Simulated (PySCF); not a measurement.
## Electronic structure of C6H9FOSi in real space

The calculation's input:

```
{"job": {"kind": "nmr", "xc": "PBE0", "basis": "pcSseg-1"}, "charge": 0, "multiplicity": 1}
C     -1.388102    -2.883081    -0.296546
C     -1.663279    -1.671185    -0.747184
Si    -1.030049    -0.097829     0.055910
C      0.828654    -0.013525    -0.041113
C      2.027112     0.052347    -0.144670
C      3.469216     0.171894    -0.243127
F      3.898190     1.412250     0.182168
O     -1.711878     1.049996    -0.868626
C     -1.534573     2.431482    -0.809008
H     -1.761614    -3.779918    -0.767165
H     -0.768517    -3.034886     0.572412
H     -2.289914    -1.569913    -1.624219
H     -1.370281     0.047349     1.478023
H      3.965545    -0.570914     0.393882
H      3.799059     0.061429    -1.284104
H     -1.987221     2.839600     0.098091
H     -0.473051     2.688849    -0.814392
H     -2.018056     2.872371    -1.681508
```

Command:

```sh
OMP_NUM_THREADS=1 python probes_run.py task.json out
```

Geometry: GFN2-xTB.

Method: PBE0/pcSseg-1, SCF density, gas phase, non-relativistic (PySCF 2.14.0).

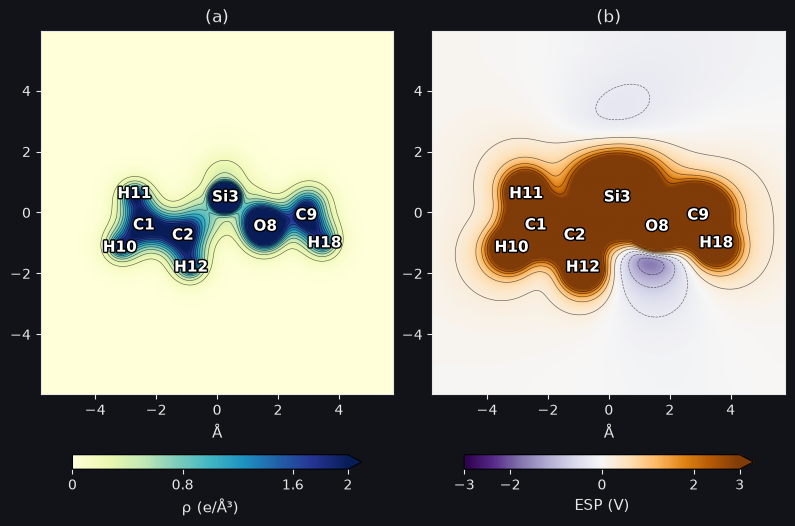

Figure 1. (a) total electron density; (b) electrostatic potential on the plane of atoms C1, C2 and H12.

> Interpret the plot.

Atoms in the plane: C, Si, O and H. C–O (1.39 Å): ρ at the midpoint is about 2.1 e/Å³, with its minimum of 1.8 e/Å³ about 0.5 Å from C. Si–O (1.62 Å): the density is about 1.2 e/Å³ at the midpoint. C–Si (1.88 Å): ρ is about 0.97 e/Å³ halfway. C–H (1.08 Å): the density is about 2 e/Å³ at the midpoint. C–C (1.32 Å): ρ is about 2.3 e/Å³ halfway. Outside the dense part of the molecule the potential is most negative (−1.7 V) near O8.

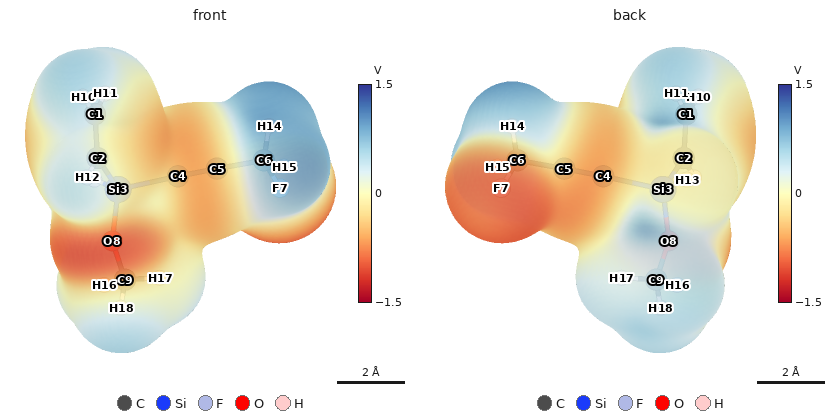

Figure 2. The molecular electrostatic potential painted on the density surface at 0.001 e/bohr³, seen from the front and from behind; red is negative and blue positive.

> Where is the surface potential most negative and most positive?

The most negative region (about −1.0 V) lies over F7 and O8, the most positive (about +0.9 V) over C6, H14 and H15.
